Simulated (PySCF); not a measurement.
**C4H7ClGeO: electronic excitations**

What electronic excitations should C4H7ClGeO (`CO[C]1=C(Cl)[CH2][GeH2]1`) show?

Computed with PySCF 2.14.0, with density-fitted response routines of our own, on a single molecule in the gas phase. Atoms are numbered from 0 throughout.

**1. The molecule as given**

14 atoms, charge 0, multiplicity 1; geometry from: GFN2-xTB.

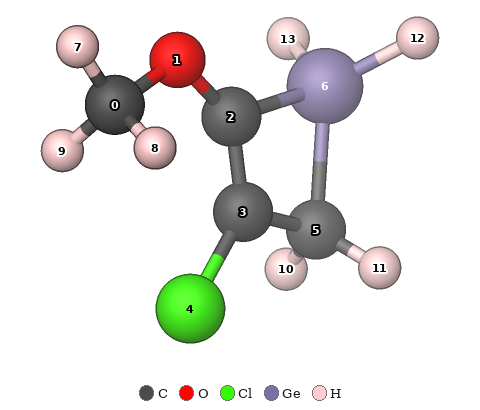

The starting geometry (carbon dark grey, oxygen red, chlorine green, germanium purple, hydrogen pink), atoms numbered; sticks join atoms by distance.

**2. Ultraviolet spectrum: PBE0/def2-SVPD**

Job settings and geometry (Å):

```
{"job": {"kind": "uv", "xc": "PBE0", "basis": "def2-SVPD", "nstates": 8, "ntriplets": 3}, "charge": 0, "multiplicity": 1}
C      2.460085     0.224342     0.437169
O      1.314173     1.022274     0.212848
C      0.111412     0.420145     0.234722
C     -0.327343    -0.832510     0.415844
Cl     0.533429    -2.309553     0.713608
C     -1.834995    -0.842378     0.324886
Ge    -1.706906     1.125661    -0.001308
H      3.310201     0.903640     0.399295
H      2.565660    -0.540040    -0.336706
H      2.418516    -0.257150     1.417235
H     -2.314089    -1.171746     1.246472
H     -2.207632    -1.463344    -0.489271
H     -2.085996     1.648846    -1.360481
H     -2.237194     2.071341     1.043547
```

Method: TDDFT PBE0/def2-SVPD, vertical, gas phase, core orbitals frozen in the response.

Launch:

```sh
$ OMP_NUM_THREADS=1 python probes_run.py task.json out
```

The driver reads the jobs from task.json and runs them one after another.

Standard output:

```text
coarse grid: 56936 points
cycle   1  E = -2767.7085963248  dE =  3.529e-01  |g| = 5.932e-01  |ddm| = 6.088e+00
cycle   2  E = -2767.6548733364  dE =  5.372e-02  |g| = 8.074e-01  |ddm| = 1.873e+00
cycle   3  E = -2767.7656416233  dE = -1.108e-01  |g| = 1.386e-01  |ddm| = 1.102e+00
cycle   4  E = -2767.7690515844  dE = -3.410e-03  |g| = 5.299e-02  |ddm| = 2.824e-01
cycle   5  E = -2767.7696440466  dE = -5.925e-04  |g| = 1.545e-02  |ddm| = 1.253e-01
cycle   6  E = -2767.7696994191  dE = -5.537e-05  |g| = 4.682e-03  |ddm| = 3.295e-02
cycle   7  E = -2767.7697037124  dE = -4.293e-06  |g| = 7.707e-04  |ddm| = 8.064e-03
final grid: 118432 points
cycle   8  E = -2767.7696558989  dE =  4.467e-08  |g| = 9.871e-04  |ddm| = 7.722e-03
cycle   9  E = -2767.7696556250  dE =  2.739e-07  |g| = 1.423e-03  |ddm| = 3.501e-03
cycle  10  E = -2767.7696561511  dE = -5.261e-07  |g| = 1.078e-04  |ddm| = 2.144e-03
cycle  11  E = -2767.7696561541  dE = -3.002e-09  |g| = 2.401e-05  |ddm| = 2.508e-04
cycle  12  E = -2767.7696561542  dE = -1.319e-10  |g| = 4.923e-06  |ddm| = 4.793e-05
converged SCF energy = -2767.7696561542

Static polarisability (au): isotropic 95.906, principal 70.067 98.097 119.555

Singlet excitations
state   eV       nm        f      main configurations
  1   5.3166    233.2   0.00194   H->L 0.96
  2   5.7487    215.7   0.00060   H->L+3 0.51, H->L+2 0.41
  3   5.9589    208.1   0.00239   H->L+2 0.51, H->L+3 0.44
  4   6.0772    204.0   0.13802   H->L+1 0.93
  5   6.4999    190.7   0.00087   H->L+4 0.89
  6   6.8251    181.7   0.00206   H->L+5 0.90
  7   6.8925    179.9   0.00095   H-1->L+1 0.90
  8   7.1129    174.3   0.00442   H->L+6 0.96

Triplet excitations (Tamm-Dancoff, eV): 4.1183 5.1284 5.4434
```

Run time: 42 s. Hardware: 1 thread of Arm Neoverse V2, shared host; peak memory 0.87 GiB.

The orbitals next to the gap, with their largest atomic shares:

| orbital | eV | atoms |
| --- | --- | --- |
| HOMO−3 | -9.19 | Cl4 31 %, C5 19 %, Ge6 10 % |
| HOMO−2 | -8.89 | Ge6 20 %, C2 16 %, Cl4 15 % |
| HOMO−1 | -8.12 | Cl4 31 %, C5 20 %, Ge6 16 % |
| HOMO | -6.52 | C3 27 %, O1 21 %, C2 19 % |
| LUMO | -0.01 | Ge6 40 %, H12 12 %, H13 12 % |
| LUMO+1 | 0.30 | C3 30 %, C2 24 %, Cl4 11 % |
| LUMO+2 | 0.47 | Ge6 34 %, Cl4 18 %, H13 15 % |

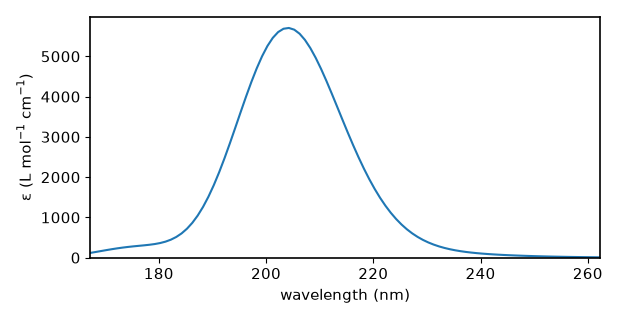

Absorption spectrum: each of the 8 states is a Gaussian band of 0.4 eV half-width at 1/e. Beyond the last state computed it falls off for lack of states.

Further results of this job:

| property | computed |
| --- | --- |
| dipole moment (D) | 0.69 |
| polarisability (Å³) | 14.21 |
| HOMO–LUMO gap (eV) | 6.51 |
| −ε(HOMO) (eV) | 6.52 |

**3. What came out**

| quantity | value |
| --- | --- |
| lowest singlet (PBE0/def2-SVPD) | 5.32 eV (233 nm), f = 0.002 |
| brightest single state of those computed | state 4, 6.08 eV, f = 0.138 |
| lowest triplet | 4.12 eV |

What this shows: The first singlet state (HOMO→LUMO 0.96) lies at 5.32 eV and is weak; of the 8 states computed, the strongest absorption comes from state 4 at 6.08 eV. The lowest triplet lies 1.20 eV below the lowest singlet (triplets in Tamm-Dancoff, singlets in full TDDFT).
